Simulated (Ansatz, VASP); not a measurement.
## Cross-check of MgO between VASP and Ansatz

Aim: how closely do two programs agree when they are given the same cell, functional and k mesh? The cell comes out of the VASP series on this material, whose earlier steps may have relaxed, scaled or displaced it; both programs get it as it stands.

Calculated with Ansatz 0.2.0; plane waves, with VASP 6.6.1 beside it; band structure at r2SCAN, single point at r2SCAN and dielectric response at r2SCAN.

### Step 1. Set-up

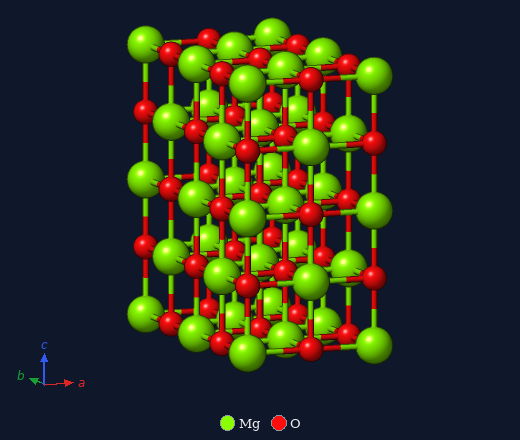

Start, viewed slightly off an axis; magnesium green, oxygen red. 1×2×2 cells are drawn. This picture shows the conventional cell, with its axes. Some periodic images of atoms are drawn too.

Coordinates:

```cif
data_structure
_symmetry_space_group_name_H-M 'Fm-3m'
_symmetry_Int_Tables_number 225
_cell_length_a 4.1948
_cell_length_b 4.1948
_cell_length_c 4.1948
_cell_angle_alpha 90.000
_cell_angle_beta 90.000
_cell_angle_gamma 90.000
_cell_volume 73.81
loop_
_atom_site_label
_atom_site_type_symbol
_atom_site_symmetry_multiplicity
_atom_site_Wyckoff_symbol
_atom_site_fract_x
_atom_site_fract_y
_atom_site_fract_z
_atom_site_occupancy
Mg1 Mg 4 a 0.00000 0.00000 0.00000 1
O1 O 4 b 0.50000 0.00000 0.00000 1
```

### Step 2. Ansatz: band structure, r2SCAN

Ansatz runs on its default PAW (the set named soft_2) files.

The same path points are solved in both programs, so levels can be compared one by one.

The input, input.yaml:

```yaml
crystal:
  lattice:
    - [0.0, 2.0973980938, 2.0973980938]
    - [2.0973980938, 0.0, 2.0973980938]
    - [2.0973980938, 2.0973980938, 0.0]
  atoms:
    - { symbol: Mg, position: [0.0, 0.0, 0.0] }
    - { symbol: O, position: [0.5, 0.5, 0.5] }
hamiltonian:
  xc: r2scan
  pseudopotentials: { kind: paw }
kpoints:
  mp_grid: { grid: [8, 8, 8] }
  band_path:
    path:
      - [0.0, 0.0, 0.0]
      - [0.16667, 0.0, 0.16667]
      - [0.33333, 0.0, 0.33333]
      - [0.5, 0.0, 0.5]
      - [0.5, 0.08333, 0.58333]
      - [0.5, 0.18333, 0.68333]
      - [0.5, 0.25, 0.75]
      - [0.45, 0.3, 0.75]
      - [0.40833, 0.34167, 0.75]
      - [0.35, 0.35, 0.7]
      - [0.225, 0.225, 0.45]
      - [0.075, 0.075, 0.15]
      - [0.03333, 0.03333, 0.03333]
      - [0.23333, 0.23333, 0.23333]
      - [0.4, 0.4, 0.4]
      - [0.51667, 0.46667, 0.51667]
      - [0.55833, 0.38333, 0.55833]
      - [0.60833, 0.28333, 0.60833]
      - [0.60833, 0.25, 0.64167]
      - [0.55833, 0.25, 0.69167]
      - [0.51667, 0.25, 0.73333]
      - [0.5, 0.3, 0.7]
      - [0.5, 0.38333, 0.61667]
      - [0.5, 0.48333, 0.51667]
      - [0.475, 0.475, 0.55]
      - [0.425, 0.425, 0.65]
      - [0.38333, 0.38333, 0.73333]
      - [0.59167, 0.18333, 0.59167]
      - [0.55, 0.1, 0.55]
      - [0.5, 0.0, 0.5]
    npoints: 1
scf:
  occupations: { method: gaussian, width: 0.05 }
  n_extra_bands: 7
output:
  forces: true
  stress: true
  eigenvalues: true
```

Run with:

```bash
$ ansatz run input.yaml --threads 2 --pin off --max-ram 4608MiB --backend cpu --events-out ev --progress --plain --runs-dir out
```

Numbers of over 12 decimals in the logs are rounded to 6 here.

The program printed:

```text
scf.n_extra_bands = 7 over 8 filled bands (N_el = 16.0): the run solves 15 bands
Engine: ansatz 0.2.0, aarch64-unknown-linux-gnu
Pseudopotentials: kind: paw
Pseudopotential: Mg, paw, valence charge 10, recommended cutoff 500 eV (meta_gga), Mg.paw.azcp
Pseudopotential: O, paw, valence charge 6, recommended cutoff 500 eV (meta_gga), O.paw.azcp
Functional definition: r2SCAN
  parameter k0 = 0.174
  parameter k1 = 0.065
  parameter a1 = 4.9479
  exchange = r2scan_x(k0 = k0, k1 = k1, a1 = a1)
  correlation = r2scan_c
Crystal: 2 atoms, lattice volume = 18.453 Å³
Basis set: ecut = 500 eV, 459 PW (Γ), exchange–correlation on 96×96×96 points (64 copies of the dense FFT grid, shifted against one another)
Bands: 15, of which v1, the nominal top of the filled ones, is band 8 counted from 1 (7 counted from 0)
Symmetry: 48 space group operations
Space group: Fm-3m (ITA 225), of the structure as read, at distance tolerance 2.6e-5 Å
k-points: 29 of 512
Non-local potential: Mg, projectors of the file, l = 0: 3, l = 1: 2, l = 2: 1
Non-local potential: O, projectors of the file, l = 0: 2, l = 1: 2, l = 2: 1
PAW form: soft (Blöchl's): semilocal exchange-correlation on the pseudo side does not see the compensation charge
PAW frozen core: Mg, regenerated for the run's functional (the file was generated under x = pbe(κ = 0.804, μ = 0.219515), c = pbe(β = 0.066725))
PAW frozen core: O, regenerated for the run's functional (the file was generated under x = pbe(κ = 0.804, μ = 0.219515), c = pbe(β = 0.066725))
PAW one-centre angular grid: Mg, 302 points (default); XC on 224 Gauss nodes
PAW one-centre angular grid: O, 302 points (default); XC on 160 Gauss nodes
Initial density: superposition of atomic densities (neutral atoms: chi_scale 0, normalization atom), corrected by the library's trained network
Initial wavefunctions: pseudopotential atomic-orbital guess
Functional: x = r2scan, c = r2scan; τ floored in thin density (d = 2e-4 eV/Å³)
SCF iter   1: F=—  HF=-2498.249339 eV  |F-HF|=—  |Δ(HF+E_count)|=         —  Δρ=9.84e-3  dr2=1.02e-2  dr2_τ=7.27e-2  ethr=1.77e-3  ⟨swp⟩=5.5  Hψ=2381  notcnv=0  defer=11
preconditioner: auto → none  [insulator: Δε(μ)=5.670 eV  Ē_g=24.438 eV  σ=0.050 eV  W_gap=1.00  n_scr=8 (ndim 8)  ℏωp=24.4 eV  f_vac=0.000  D(μ)=0.00/eV (n_scr^D=0)  ε∞_Penn≈2.0]
SCF iter   2: F=—  HF=-2498.334471 eV  |F-HF|=—  |Δ(HF+E_count)|=   8.51e-2  Δρ=4.75e-3  dr2=1.61e-3  dr2_τ=2.36e-4  ethr=6.40e-5  ⟨swp⟩=2.0  Hψ=1016  notcnv=0  defer=58
SCF iter   3: F=—  HF=-2498.334530 eV  |F-HF|=—  |Δ(HF+E_count)|=   5.92e-5  Δρ=9.68e-4  dr2=9.19e-5  dr2_τ=1.48e-5  ethr=1.01e-5  ⟨swp⟩=2.0  Hψ=476  notcnv=0  defer=58
SCF iter   4: F=—  HF=-2498.334525 eV  |F-HF|=—  |Δ(HF+E_count)|=   4.77e-6  Δρ=2.59e-4  dr2=8.23e-6  dr2_τ=1.23e-6  ethr=5.75e-7  ⟨swp⟩=2.1  Hψ=499  notcnv=0  defer=58
iter 5 did not close the SCF: its close was put off for the readings that it lacked (scf_convergence_deferred on its scf_iter line)
SCF iter   5: F=-2498.334523 eV  HF=-2498.334523 eV  |F-HF|=8.63e-8  |Δ(HF+E_count)|=   2.33e-6  Δρ=2.94e-5  dr2=7.17e-8  dr2_τ=2.14e-8  ethr=5.14e-8  ⟨swp⟩=2.0  Hψ=469  notcnv=0  defer=58
SCF iter   6: F=-2498.334523 eV  HF=-2498.334523 eV  |F-HF|=2.20e-10  |Δ(HF+E_count)|=   1.09e-7  Δρ=9.10e-6  dr2=3.24e-9  dr2_τ=1.17e-9  ethr=4.48e-10  ⟨swp⟩=6.9  Hψ=1825  notcnv=0
SCF 1 converged in 6 iterations: F = -2498.334523 eV  dr2 = 3.24e-9
  greatest PAW one-centre occupation: 1.000 electrons in one spin orbital (limit 2), on the Mg atom at site 0 (counted from 0), in its partial waves of l = 0
NSCF: frozen V_eff on 30 k-points
SCF converged after 6 iterations
Free energy (F): -2498.334523 eV
Harris-Foulkes:  -2498.334523 eV  (|F-HF|=2.20e-10)
Internal energy: -2498.334523 eV  (E = F + TS)
E sigma→0 (E₀):  -2498.334523 eV
Fermi energy:    10.747848 eV
--- Per-component energies (eV) ---
  E_band       = -309.804012
  E_kinetic    = 256.953787
  E_local      = -1597.234461  (includes V_loc(G=0)·N_el)
  E_nonlocal   = 142.551761
  E_hartree    = 553.457281
  E_xc         = -103.360993
  E_vxc        = -149.156541  (∫ρ·V_xc dr)
  E_paw        = -455.971082  (= ΣΔE_a)
  E_vpaw       = -79.466222  (= ΣTr[D̂ρ^β])
  E_aug_tail   = 0.001067  (compensation charges beyond the density's cutoff)
  E_vtau       = 9.633104  (kinetic-family band-sum trace: ∫τ·v_τ [+ j·A + Jᵃ·Aᵃ] dr)
  E_ewald      = -1294.673735
  E_core_change = -0.058149  (= ΣΔE_core)
  E_smearing   = -0.000000  (= −TS)
  E_closure    = 0.000000  (closes the sum)
  Σ components = -2498.334523   (vs F -2498.334523, Δ=0.00e0)
--- Forces (eV/Å), atoms counted from 1 ---
  atom   1  Mg    -0.00000000     0.00000000     0.00000000
  atom   2  O      0.00000000    -0.00000000    -0.00000000
  max |Σ_I F_I| component: 1.69e-29 eV/Å
--- Stress (GPa, compression-positive) ---
        1.166347       0.000000      -0.000000
        0.000000       1.166347       0.000000
        0.000000      -0.000000       1.166347
  P = ⅓ Tr σ = 1.1663 GPa (11.663 kbar)
--- Band table (eV; the first three rows and the last of 29) ---
  k-point 0: bands = [... 4 lower, -10.3960, 7.8703, 7.8703, 7.8703, 13.6249, 24.7670, 24.7670, 24.7670, ... 3 higher]
  k-point 1: bands = [... 4 lower, -10.2259, 6.9416, 7.7621, 7.7621, 14.5228, 23.1008, 25.1540, 25.1540, ... 3 higher]
  k-point 2: bands = [... 4 lower, -9.7870, 5.2166, 7.5123, 7.5123, 15.9960, 21.5934, 25.7401, 25.7401, ... 3 higher]
  k-point 28: bands = [... 4 lower, -8.7985, 4.8866, 4.8866, 6.0762, 20.6615, 20.6615, 21.4305, 24.7351, ... 3 higher]
```

Wall time 0.97 s (2 threads of Arm Neoverse V2, shared host); peak memory 0.3 GiB.

### Step 3. VASP: band structure, r2SCAN

The same cell, functional, mesh and smearing now go to VASP, with its own data sets and cutoff.

Lines of VASP's logs that name or quote its potential files are left out, and so is its time.

The input, INCAR:

```
SYSTEM = MgO
PREC = Accurate
ENCUT = 520
EDIFF = 1E-06
NELM = 100
ISMEAR = 0
SIGMA = 0.05
LREAL = .FALSE.
ALGO = Normal
METAGGA = R2SCAN
LASPH = .TRUE.
NBANDS = 16
LORBIT = 11
LWAVE = .FALSE.
LCHARG = .FALSE.
KPAR = 2
```

The input, POSCAR:

```
MgO
1.0
    0.0000000000      2.0973980938      2.0973980938
    2.0973980938      0.0000000000      2.0973980938
    2.0973980938      2.0973980938      0.0000000000
Mg O
1 1
Direct
    0.0000000000      0.0000000000      0.0000000000
    0.5000000000      0.5000000000      0.5000000000
```

The input, KPOINTS:

```
Automatic mesh
0
Gamma
8 8 8
0 0 0
```

The input, KPOINTS_OPT:

```
Line mode
16
Line-mode
Reciprocal
  0.00000000   0.00000000   0.00000000 GAMMA
  0.50000000   0.00000000   0.50000000 X

  0.50000000   0.00000000   0.50000000 X
  0.50000000   0.25000000   0.75000000 W

  0.50000000   0.25000000   0.75000000 W
  0.37500000   0.37500000   0.75000000 K

  0.37500000   0.37500000   0.75000000 K
  0.00000000   0.00000000   0.00000000 GAMMA

  0.00000000   0.00000000   0.00000000 GAMMA
  0.50000000   0.50000000   0.50000000 L

  0.50000000   0.50000000   0.50000000 L
  0.62500000   0.25000000   0.62500000 U

  0.62500000   0.25000000   0.62500000 U
  0.50000000   0.25000000   0.75000000 W

  0.50000000   0.25000000   0.75000000 W
  0.50000000   0.50000000   0.50000000 L

  0.50000000   0.50000000   0.50000000 L
  0.37500000   0.37500000   0.75000000 K

  0.62500000   0.25000000   0.62500000 U
  0.50000000   0.00000000   0.50000000 X
```

Potentials, in the order of the species: Mg and O (PBE family, release 64).

Run with:

```bash
$ mpirun -np 2 vasp_std
```

The program printed:

```text
[banner, memory and clock lines left out]
running    2 mpi-ranks, on    1 nodes
 distrk:  each k-point on    1 cores,    2 groups
 distr:  one band on    1 cores,    1 groups

 POSCAR found type information on POSCAR MgO
 POSCAR found :  2 types and       2 ions
|                                                                             |
|               ----> ADVICE to this user running VASP <----                  |
|                                                                             |
|     You enforced a specific xc type in the INCAR file but a different       |
|     [... a line on the potential file left out ...]
|     I HOPE YOU KNOW WHAT YOU ARE DOING!                                     |
|                                                                             |

 LDA part: xc-table for (None), standard interpolation
 POSCAR, INCAR and KPOINTS ok, starting setup
 FFT: planning ... GRIDC
 FFT: planning ... GRID_SOFT
 FFT: planning ... GRID
 WAVECAR not read
 entering main loop
       N       E                     dE             d eps       ncg     rms          rms(c)
DAV:   1     0.115153540797E+02    0.11515E+02   -0.44655E+03   984   0.460E+02
DAV:   2    -0.191632957035E+02   -0.30679E+02   -0.29821E+02  1296   0.120E+02
DAV:   3    -0.198377368120E+02   -0.67444E+00   -0.67418E+00  1096   0.145E+01
DAV:   4    -0.198392629515E+02   -0.15261E-02   -0.15261E-02  1184   0.793E-01
DAV:   5    -0.198392676460E+02   -0.46945E-05   -0.46945E-05  1104   0.418E-02    0.683E+00
DAV:   6    -0.160805996189E+02    0.37587E+01   -0.44293E+00  1104   0.878E+00    0.189E+00
DAV:   7    -0.161546813196E+02   -0.74082E-01   -0.23147E-01   960   0.285E+00    0.149E+00
DAV:   8    -0.161697291836E+02   -0.15048E-01   -0.10032E-01  1064   0.201E+00    0.836E-01
DAV:   9    -0.161616021879E+02    0.81270E-02   -0.24059E-02  1008   0.772E-01    0.182E-01
DAV:  10    -0.161613457007E+02    0.25649E-03   -0.11480E-03  1104   0.212E-01    0.217E-02
DAV:  11    -0.161613631964E+02   -0.17496E-04   -0.10681E-04  1096   0.486E-02    0.110E-02
DAV:  12    -0.161613677719E+02   -0.45755E-05   -0.39004E-06  1032   0.104E-02    0.692E-03
DAV:  13    -0.161613667965E+02    0.97540E-06   -0.12467E-06   536   0.635E-03
   1 F= -.16161367E+02 E0= -.16161367E+02  d E =-.344807E-26
 Start KPOINTS_OPT (optional k-point list driver)
k-point batch [1-29\160]
       N       E                     dE             ncg
DAV:   1     0.245564991613E+03   -0.82588E+04     1016
DAV:   2    -0.623567707909E+03   -0.86913E+03     1208
DAV:   3    -0.640699902481E+03   -0.17132E+02     1240
DAV:   4    -0.640739919245E+03   -0.40017E-01     1232
DAV:   5    -0.640740056716E+03   -0.13747E-03     1208
DAV:   6    -0.640740057377E+03   -0.66059E-06     1128
[...]
k-point batch [146-160\160]
       N       E                     dE             ncg
DAV:   1     0.503947867408E+04   -0.60514E+04      520
DAV:   2     0.460263121361E+04   -0.43685E+03      640
DAV:   3     0.459513396368E+04   -0.74972E+01      656
DAV:   4     0.459511534546E+04   -0.18618E-01      624
DAV:   5     0.459511527792E+04   -0.67543E-04      632
DAV:   6     0.459511527766E+04   -0.25971E-06      576
```

Parts of OUTCAR (step 3):

```text
ion  position               nearest neighbor table
   1  0.000  0.000  0.000-   2 2.10   2 2.10   2 2.10   2 2.10   2 2.10   2 2.10
   2  0.500  0.500  0.500-   1 2.10   1 2.10   1 2.10   1 2.10   1 2.10   1 2.10

  LATTYP: Found a face centered cubic cell.
 ALAT       =     4.1947961876

 Subroutine GETGRP returns: Found 48 space group operations
 (whereof 48 operations were pure point group operations)

The static configuration has the point symmetry O_h .

 Found     29 irreducible k-points:

   k-points           NKPTS =     29   k-points in BZ     NKDIM =     29   number of bands    NBANDS=     16

   dimension x,y,z NGX =    24 NGY =   24 NGZ =   24
   dimension x,y,z NGXF=    48 NGYF=   48 NGZF=   48

   ENCUT  =  520.0 eV  38.22 Ry    6.18 a.u.   5.52  5.52  5.52*2*pi/ulx,y,z

   NELECT =       8.0000    total number of electrons

 k-points in reciprocal lattice and weights: Automatic mesh
   0.00000000  0.00000000  0.00000000       0.002
   0.12500000  0.00000000  0.00000000       0.016
   0.25000000  0.00000000  0.00000000       0.016
   0.37500000  0.00000000  0.00000000       0.016
   0.50000000  0.00000000  0.00000000       0.008
   0.12500000  0.12500000  0.00000000       0.012
   0.25000000  0.12500000  0.00000000       0.047
   0.37500000  0.12500000  0.00000000       0.047
   0.50000000  0.12500000  0.00000000       0.047
[...]
-0.37500000  0.50000000  0.12500000       0.023
  -0.25000000  0.50000000  0.25000000       0.012

 average (electrostatic) potential at core
       1 -38.1567       2 -73.1951

 E-fermi :   3.2283

 k-point     1 :       0.0000    0.0000    0.0000
  band No.  band energies     occupation
      1     -15.3971      2.00000
      2       2.8669      2.00000
      3       2.8670      2.00000
      4       2.8670      2.00000
      5       8.5965      0.00000
      6      19.7729      0.00000
      7      19.7729      0.00000
      8      19.7729      0.00000
      9      23.9536      0.00000
    ...

 k-point     2 :       0.1250    0.0000    0.0000
  band No.  band energies     occupation
      1     -15.2329      2.00000
      2       1.9349      2.00000
      3       2.7588      2.00000
      4       2.7588      2.00000
      5       9.4971      0.00000
      6      18.0969      0.00000
      7      20.1585      0.00000
      8      20.1585      0.00000
      9      24.7948      0.00000
    ...

 k-point     3 :       0.2500    0.0000    0.0000
  band No.  band energies     occupation
      1     -14.8087      2.00000
      2       0.2061      2.00000
      3       2.5093      2.00000
      4       2.5093      2.00000
      5      10.9705      0.00000
      6      16.5821      0.00000
      7      20.7198      0.00000
      8      20.7198      0.00000
      9      24.4094      0.00000
    ...

  Total        0.0003253      0.0003253      0.0003253      0.0000000      0.0000000     -0.0000000
  in kB        0.0282432      0.0282432      0.0282432      0.0000000      0.0000000     -0.0000000
  external PRESSURE =       0.0282432 kB  Pullay stress =       0.0000000 kB

  energy-cutoff  :      520.00
  volume of cell :       18.45
      direct lattice vectors                 reciprocal lattice vectors
     0.000000000  2.097398094  2.097398094    -0.238390605  0.238390605  0.238390605
     2.097398094  0.000000000  2.097398094     0.238390605 -0.238390605  0.238390605
     2.097398094  2.097398094  0.000000000     0.238390605  0.238390605 -0.238390605

 POSITION                                       TOTAL-FORCE (eV/Angst)
 -----------------------------------------------------------------------------------
      0.00000      0.00000      0.00000         0.000000      0.000000      0.000000
      2.09740      2.09740      2.09740        -0.000000     -0.000000     -0.000000
 -----------------------------------------------------------------------------------
    total drift:                               -0.000000     -0.000000      0.000000

  FREE ENERGIE OF THE ION-ELECTRON SYSTEM (eV)
  ---------------------------------------------------
  free  energy   TOTEN  =       -16.1613667965 eV

  energy  without entropy=      -16.1613667965  energy(sigma->0) =      -16.16136680

 total charge
# of ion       s       p       d       tot
------------------------------------------
    1        0.141   0.178   0.076   0.395
    2        1.545   3.595   0.000   5.140
--------------------------------------------------
tot          1.687   3.773   0.076   5.535

[... 3 further parts left out ...]
```

The run ends at a pressure of 0.00 GPa.

### Step 4. Comparison

Known differences besides the PAW data sets themselves: VASP keeps PBE cores, Ansatz makes them for the functional; the data sets hold 16 valence electrons in Ansatz (default PAW (the set named soft_2) files) and 8 in VASP; the cutoff is 500 eV in Ansatz and 520 eV in VASP. Total energies have different zeros and are not compared.

Compared:

| quantity | Ansatz | VASP | difference |
| --- | --- | --- | --- |
| pressure (GPa) | 1.17 | 0.00 | +1.16 |
| gap over the path points (eV) | 5.755 | 5.730 | +0.025 |

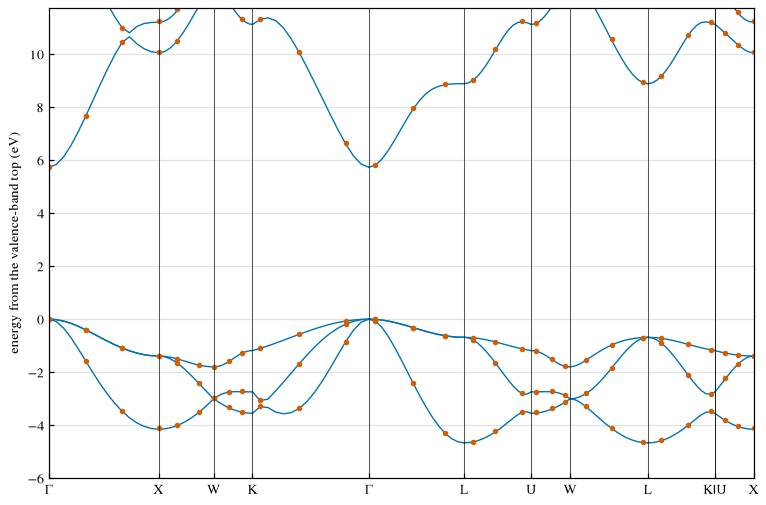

Bands from VASP (lines) and levels from Ansatz (dots). Dots without a line are higher empty bands that the VASP plot leaves out.

Levels at points of the path, from each program's valence-band top (eV; 3 filled, then empty):

| k (reciprocal lattice) | Ansatz | VASP |
| --- | --- | --- |
| 0.000 0.000 0.000 | 0.00 0.00 0.00 5.75 16.90 | 0.00 0.00 0.00 5.73 16.91 |
| 0.167 0.000 0.167 | -1.56 -0.40 -0.40 7.66 13.76 | -1.57 -0.40 -0.40 7.64 13.75 |
| 0.333 0.000 0.333 | -3.46 -1.08 -1.08 10.47 11.00 | -3.48 -1.09 -1.09 10.44 10.99 |
| 0.500 0.000 0.500 | -4.12 -1.38 -1.38 10.06 11.26 | -4.15 -1.39 -1.39 10.05 11.20 |
| 0.500 0.083 0.583 | -3.99 -1.64 -1.49 10.50 11.69 | -4.01 -1.65 -1.50 10.49 11.63 |
| 0.500 0.183 0.683 | -3.48 -2.41 -1.73 11.83 12.99 | -3.51 -2.43 -1.73 11.82 12.94 |
| 0.500 0.250 0.750 | -2.98 -2.98 -1.79 12.79 12.79 | -3.00 -3.00 -1.80 12.78 12.78 |
| 0.450 0.300 0.750 | -3.32 -2.74 -1.58 11.96 13.35 | -3.35 -2.75 -1.59 11.94 13.30 |
| 0.408 0.342 0.750 | -3.49 -2.73 -1.28 11.32 13.17 | -3.51 -2.74 -1.28 11.30 13.12 |
| 0.350 0.350 0.700 | -3.28 -3.06 -1.10 11.32 13.56 | -3.30 -3.07 -1.10 11.30 13.55 |

Among the levels compared (up to four filled and three empty ones at each point), filled levels agree within 30 meV and empty ones within 62 meV. Ansatz's pressure holds a Pulay correction of 0.08 GPa; VASP's holds none.

### Step 5. Further runs

The difference is large enough to ask for its cause, so further runs change the set-up of one program at a time, as the table lists.

| run | difference in pressure (GPa) |
| --- | --- |
| as above | 1.2 |
| cores kept as stored, as VASP does | 1.1 |
| Ansatz's all-electron LAPW method | 1.1 |
| Ansatz's larger PAW set (cutoff 900 eV) | 1.1 |
| norm-conserving potentials (cutoff 1290 eV) | 1.2 |

(Continued in part 2 of 2.)

[Lines on the potential files, build, host, timing and source positions are cut from VASP's logs without a mark.]

[Logs are printed without paths, hosts, clocks, repeated set-up lines and the standing remarks that a program may print on its own settings, such as how far it seeks lower states.]

[Hosts, paths, dates, database ids (printed as entryN), source tags and the programs' standing remarks are cut or masked in the printed files.]
